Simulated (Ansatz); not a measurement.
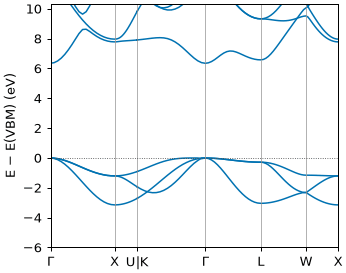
Band structure from plane-wave PAW PBEsol (Ansatz code)

Q: Read off the gap and where the band edges lie.

A: About 6.3 eV (6.35 eV by a search for the band edges); maximum on the K–Γ line, 79 % of the way from K, minimum at Γ.

The material is LiCl (rock salt, space group No. 225).

Space group Fm-3m (rock salt). Symmetry was held in the PBEsol relaxation.

Potentials: the later of the program's two PAW sets.
